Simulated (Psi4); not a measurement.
# CF2 (SMILES F[C]F) at PBE0/def2-TZVPP

Aim: the energy change on altering one bond length of CF2 at PBE0/def2-TZVPP, from 2 runs. 

Program for the calculation: Psi4 1.11.

**1. The structure to begin with**

CF2 has 3 atoms, charge 0, and is taken as a singlet. As SMILES, `F[C]F`. The shape is that of a PBE0-D4/def2-TZVP optimisation.

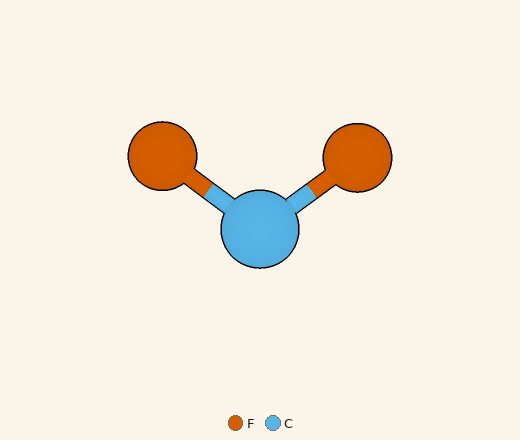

The structure, seen from a chosen angle (fluorine orange, carbon blue).

**2. Energy and forces at PBE0/def2-TZVPP**

input.inp

```
memory 2200 MB

molecule m {
  F
  C 1 1.295998
  F 2 1.296001 1 104.73481
  units angstrom
  symmetry c1
  no_reorient
  no_com
}

set basis def2-TZVPP
set puream true
set e_convergence 1e-09
set d_convergence 1e-08
set scf_type pk
set dft_radial_points 99
set dft_spherical_points 590

e, wfn = gradient('pbe0', return_wfn=True)
oeprop(wfn, 'DIPOLE', 'WIBERG_LOWDIN_INDICES', 'LOWDIN_CHARGES', title='PBE0')
```

Run with:

```sh
psi4 -i input.inp -o input.out -n 1
```

input.out:

```text
[...]
  Running in c1 symmetry.
[...]
  Nuclear repulsion =   64.979426962265478
[...]
  Multiplicity = 1
[...]
  Nalpha       = 12
  Nbeta        = 12
[...]
    Number of basis functions: 93
[...]
   @RKS iter   1:  -237.54293088757848   -3.08546e-01   3.25574e-03 DIIS/ADIIS
[...]
   @RKS iter  10:  -237.56923137507303   -1.33582e-12   6.02798e-09 DIIS
[...]
    Orbital Energies [Eh]
    ---------------------
    Doubly Occupied:
       1A    -24.853703     2A    -24.853697     3A    -10.427850
       4A     -1.381777     5A     -1.303550     6A     -0.737217
       7A     -0.630717     8A     -0.583986     9A     -0.577656
      10A     -0.505219    11A     -0.478205    12A     -0.322454
[...]
  @RKS Final Energy:  -237.56923137507303
   => Energetics <=
    Nuclear Repulsion Energy =             64.9794269622654781
    One-Electron Energy =                -457.7307735977756238
    Two-Electron Energy =                 174.8990080266217717
    DFT Exchange-Correlation Energy =     -19.7168927661846745
    Empirical Dispersion Energy =           0.0000000000000000
    VV10 Nonlocal Energy =                  0.0000000000000000
    Total Energy =                       -237.5692313750730307
[...]
  -Total Gradient:
     Atom            X                  Y                   Z
    ------   -----------------  -----------------  -----------------
       1        0.000017796853     0.000022576539     0.000000000000
       2       -0.000024330582    -0.000016926701    -0.000000000000
       3        0.000028132483     0.000011001956     0.000000000000
[...]
 Multipole Moments:
 ------------------------------------------------------------------------------------
     Multipole            Electronic (a.u.)      Nuclear  (a.u.)        Total (a.u.)
 ------------------------------------------------------------------------------------
 L = 1.  Multiply by 2.5417464519 to convert [e a0] to [Debye]
 Dipole X            :          0.4978537           -0.2837896            0.2140640
 Dipole Y            :          0.3838578           -0.2188041            0.1650537
 Dipole Z            :         -0.0000000            0.0000000           -0.0000000
 Magnitude           :                                                    0.2703075
[...]
```

It took 24 s on 1 thread of Intel Xeon at 2.50GHz (Skylake/Cascade Lake), shared host; peak memory 0.75 GiB.

**3. The distorted shape: the energy at PBE0/def2-TZVPP**

cf2.py

```python
import psi4

psi4.set_memory(2200000000)
psi4.set_num_threads(1)
psi4.core.set_output_file('cf2.out', False)

mol = psi4.geometry("""
F
C 1 1.295998
F 2 1.944 1 104.73482
units angstrom
symmetry c1
""")

psi4.set_options({
    'basis': 'def2-TZVPP',
    'puream': True,
    'e_convergence': 1e-09,
    'd_convergence': 1e-08,
    'scf_type': 'pk',
    'dft_radial_points': 99,
    'dft_spherical_points': 590,
})

E, wfn = psi4.energy("pbe0", return_wfn=True)
psi4.oeprop(wfn, "QUADRUPOLE", "MULLIKEN_CHARGES", "DIPOLE")
print(f'total energy {E:.8f} hartree = {E * 27.211386:.5f} eV')
for k, v in sorted(psi4.core.scalar_variables().items()):
    print(f'{k:45s} {v:18.10f}')
```

Run with:

```sh
python cf2.py
```

cf2.out:

```text
[...]
  Running in c1 symmetry.
[...]
  Nuclear repulsion =   53.258364586071615
[...]
  Multiplicity = 1
[...]
  Nalpha       = 12
  Nbeta        = 12
[...]
    Number of basis functions: 93
[...]
   @RKS iter   1:  -237.33684699462563   -5.82410e-01   6.12929e-03 DIIS/ADIIS
[...]
   @RKS iter  12:  -237.47284666247788   -6.98606e-11   6.67700e-09 DIIS
[...]
    Orbital Energies [Eh]
    ---------------------
    Doubly Occupied:
       1A    -24.944311     2A    -24.715945     3A    -10.514873
       4A     -1.417579     5A     -1.110310     6A     -0.777416
       7A     -0.617432     8A     -0.616520     9A     -0.509489
      10A     -0.370463    11A     -0.368191    12A     -0.358413
[...]
  @RKS Final Energy:  -237.47284666247788
   => Energetics <=
    Nuclear Repulsion Energy =             53.2583645860716146
    One-Electron Energy =                -434.8659290488743636
    Two-Electron Energy =                 163.7001151080982879
    DFT Exchange-Correlation Energy =     -19.5653973077733951
    Empirical Dispersion Energy =           0.0000000000000000
    VV10 Nonlocal Energy =                  0.0000000000000000
    Total Energy =                       -237.4728466624778775
[...]
 Multipole Moments:
 ------------------------------------------------------------------------------------
     Multipole            Electronic (a.u.)      Nuclear  (a.u.)        Total (a.u.)
 ------------------------------------------------------------------------------------
 L = 1.  Multiply by 2.5417464519 to convert [e a0] to [Debye]
 Dipole X            :         -0.7733575           -0.4256841           -1.1990416
 Dipole Y            :          0.9048782           -0.1814865            0.7233917
 Dipole Z            :         -0.0000000            0.0000000           -0.0000000
 Magnitude           :                                                    1.4003558
 L = 2.  Multiply by 1.3450342976 to convert [e a0^2] to [Debye ang]
 Quadrupole XX       :        -83.8246409           71.0090542          -12.8155867
 Quadrupole XY       :         48.7964009          -48.0361205            0.7602804
[...]
  Mulliken Charges: (a.u.)
   Center  Symbol    Alpha    Beta     Spin     Total
       1     F     4.48221  4.48221  0.00000  0.03559
       2     C     2.81645  2.81645  0.00000  0.36710
       3     F     4.70134  4.70134  0.00000 -0.40269
   Total alpha = 12.00000, Total beta = 12.00000, Total charge = -0.00000
```

Standard output:

```text
total energy -237.47284666 hartree = -6461.96530 eV
CURRENT ENERGY                                   -237.4728466625
CURRENT REFERENCE ENERGY                         -237.4728466625
DD SOLVATION ENERGY                                 0.0000000000
DFT FUNCTIONAL TOTAL ENERGY                      -237.4728466625
DFT TOTAL ENERGY                                 -237.4728466625
DFT VV10 ENERGY                                     0.0000000000
DFT XC ENERGY                                     -19.5653973078
GRID ELECTRONS ALPHA                               12.0000002641
GRID ELECTRONS BETA                                12.0000002641
GRID ELECTRONS TOTAL                               24.0000005283
NUCLEAR REPULSION ENERGY                           53.2583645861
ONE-ELECTRON ENERGY                              -434.8659290489
PCM POLARIZATION ENERGY                             0.0000000000
PE ENERGY                                           0.0000000000
SCF ITERATION ENERGY                             -237.4728466625
SCF ITERATIONS                                     12.0000000000
SCF TOTAL ENERGY                                 -237.4728466625
TWO-ELECTRON ENERGY                               163.7001151081
XC GRID RADIAL POINTS                              99.0000000000
XC GRID SPHERICAL POINTS                          590.0000000000
XC GRID TOTAL POINTS                           170707.0000000000
```

Wall time 16 s (1 thread of Intel Xeon at 2.50GHz (Skylake/Cascade Lake), shared host); peak memory 0.72 GiB.

**4. Summary of results**

At PBE0/def2-TZVPP:

| quantity | value |
| --- | --- |
| first shape: total energy | -237.56923 Eh |
| first shape: dipole moment | 0.69 D |
| first shape: HOMO energy | -8.77 eV |
| first shape: LUMO energy | -2.24 eV |
| first shape: HOMO–LUMO gap | 6.53 eV |
| first shape: largest force on an atom | 0.002 eV/Å |
| distorted shape: total energy | -237.47285 Eh |
| distorted shape: dipole moment | 3.56 D |
| distorted shape: HOMO energy | -9.75 eV |
| distorted shape: LUMO energy | -4.51 eV |
| distorted shape: HOMO–LUMO gap | 5.24 eV |
| energy change with the C2–F3 bond stretched from 1.296 to 1.944 Å | 2.623 eV |

With the C2–F3 bond stretched from 1.296 to 1.944 Å the energy rises by 2.62 eV (253 kJ/mol). Mulliken charges (distorted shape) run from -0.40 on F3 to +0.37 on C2.
